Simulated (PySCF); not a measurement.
**C$_{4}$H$_{5}$Cl, SMILES `CC1C=C1Cl`: what the electrons do**

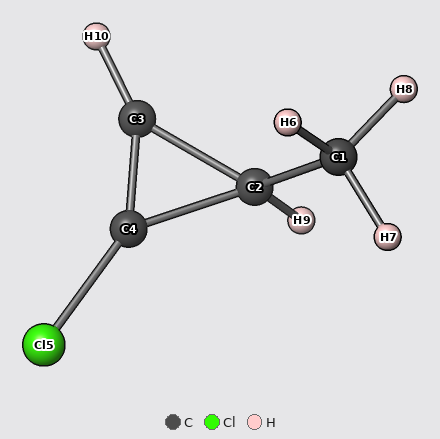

The molecule, with its atoms numbered as below. No frequency check shows the geometry to be a minimum.

Cartesian coordinates (Å):

```
C1       2.0737   -0.8130    0.2326
C2       1.1591    0.1394   -0.5039
C3       0.5600    1.3435    0.1982
C4      -0.2493    0.3556   -0.0515
Cl5     -1.7824   -0.3246    0.0274
H6       1.8236   -0.8390    1.2904
H7       1.9799   -1.8192   -0.1720
H8       3.1110   -0.5000    0.1276
H9       1.3801    0.2159   -1.5665
H10      0.7448    2.3071    0.6031
```

Part 1: Bonding charge

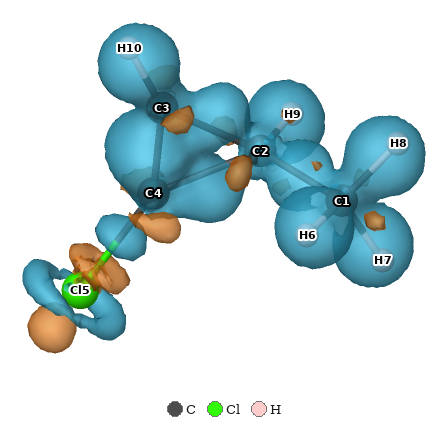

Deformation density (molecule less spherical, spin-averaged free atoms at the same positions), surfaces at ±0.1 e/Å³; light blue: gain, orange: loss.

Level of theory: PBE/def2-TZVP (PySCF), at a geometry from GFN2-xTB.

> Describe the bonding that the map shows.

The five largest and four smallest: C3–H10: +0.74 e/Å³ at the bond critical point (bond length 1.06 Å, Mayer order 0.9). C2–H9: +0.72 e/Å³ at the bond critical point (bond length 1.09 Å, Mayer order 1.0). C1–H6: +0.68 e/Å³ at the bond critical point (bond length 1.09 Å, Mayer order 1.0). C1–H7: +0.67 e/Å³ at the bond critical point (bond length 1.09 Å, Mayer order 1.0). C1–H8: +0.67 e/Å³ at the bond critical point (bond length 1.09 Å, Mayer order 1.0). C1–C2: +0.48 e/Å³ at the bond critical point (bond length 1.51 Å, Mayer order 1.0). C2–C4: +0.31 e/Å³ at the bond critical point (bond length 1.50 Å, Mayer order 1.0). C2–C3: +0.28 e/Å³ at the bond critical point (bond length 1.52 Å, Mayer order 1.0). C4–Cl5: +0.25 e/Å³ at the bond critical point (bond length 1.68 Å, Mayer order 1.2). In all, 2.1 electrons gather in the regions of gain relative to the promolecule.

Part 2: Bond critical points

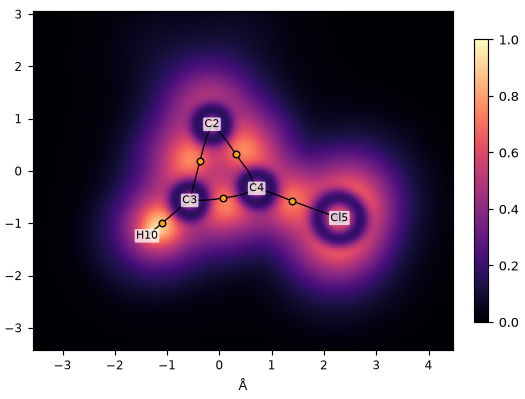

Localised orbital locator (LOL) in the plane of C2, C3, C4, Cl5 and H10, with bond paths and bond critical points (dots).

> What values does LOL take at the bond critical points in this plane?

C3–H10: about 0.90; C4–Cl5: about 0.72; C3–C4: about 0.71; C2–C4: about 0.71; C2–C3: about 0.70. Values above 0.5 mark slow, localised electrons, as in shared pairs; low values at a critical point mark a polar or closed-shell contact whose critical point lies between the shells.

> Where along C3–H10 does the critical point lie?

0.69 Å from C3 and 0.37 Å from H10.

Part 3: Electrostatic potential

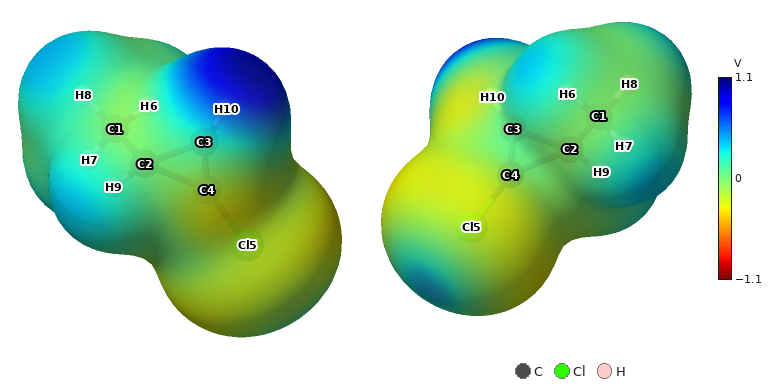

Electrostatic potential on the surface of electron density 0.001 a.u. (back view left, front view right).

> Where are the extremes of the potential on the surface?

Highest: 1.01 V, 1.3 Å from H10. Further maxima include 0.45 V, 1.9 Å from Cl5; 0.42 V, 1.4 Å from H8. Lowest: −0.34 V, 2.1 Å from Cl5. Further minima include −0.05 V, off the C2–H9 bond (1.9 to 2.0 Å from its atoms). The surface is sampled at points, so like sites can differ by a few per cent and only the strongest of them is named.

> Does Cl5 carry a σ-hole?

Yes: a local maximum of +0.45 V lies on the extension of the C4–Cl5 bond.

Part 4: Removing or adding an electron

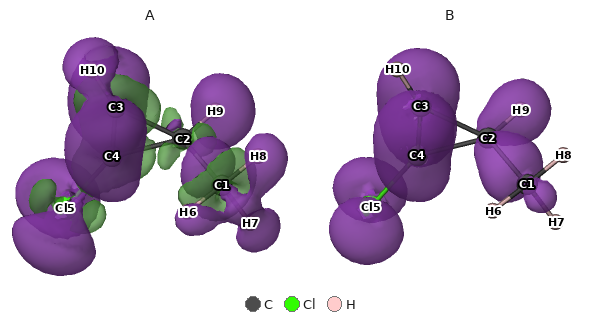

The Fukui function f⁻ from two separate SCF calculations and the density of the HOMO, at ±0.02 e/Å³ (purple positive, green negative).

PySCF calculation, M06-2X/aug-cc-pVDZ, gas phase; geometry: GFN2-xTB.

> Which panel is which, and how good is the frozen-orbital picture?

A is f⁻ (it has negative regions), B the HOMO density. The HOMO lies on C3 (31 %), C4 (22 %) and Cl5 (18 %); f⁻ (Hirshfeld-condensed) is largest on Cl5 (0.25) and C3 (0.21); the vertical ionisation energy is 9.40 eV (the stability of the cation's solution wasn't checked). Relaxation shifts 24 % of the electron between atoms. The orbital energy is −8.29 eV.
